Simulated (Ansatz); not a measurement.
We consider rutile MgH2, described by rVV10 (plane waves, PAW; Ansatz, a quantum-chemistry and plane-wave program).

Numerical settings: plane-wave cutoff 520 eV, 8×8×12 k mesh (along the axes of the cell as run), Fermi–Dirac smearing 0.01 eV, scalar-relativistic PAW data made under PBE.

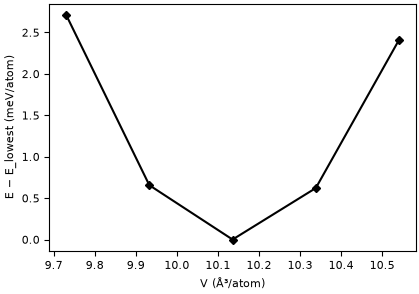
Fig. 1. Total energy against volume

Task: From the curve, estimate the equilibrium volume and the bulk modulus.

Result: V0 ≈ 10.1 Å³/atom and B0 ≈ 50 GPa; the fit gives V0 = 10.135 Å³/atom, B0 = 50.5 GPa, B′ = 3.6.

Shape and atoms are relaxed at each volume.

Measured, for comparison: bulk modulus 49 ± 2 GPa (room temperature, no zero-point or thermal correction, measured on MgD2; as tabulated in abstract on rutile-type MgD2 by neutron diffraction to 9.3 GPa, listed at scite); equilibrium volume per atom 10.27 Å³/atom (temperature not stated, no zero-point or thermal correction; as tabulated in Ellinger et al., J. Am. Chem. Soc. 77, 2647 (1955) (COD 4124639)). Computed (rounded) less measured: bulk modulus +3 % (inside the measured uncertainty), equilibrium volume per atom -1.3 %. A static lattice is as a rule a little smaller and stiffer than an uncorrected measurement, which narrows the difference in the bulk modulus, equilibrium volume per atom and would widen misses of the other sign.

Note: the bulk modulus comes from volumes at which shape and atoms were relaxed.

Static lattice: no zero-point or thermal effects.
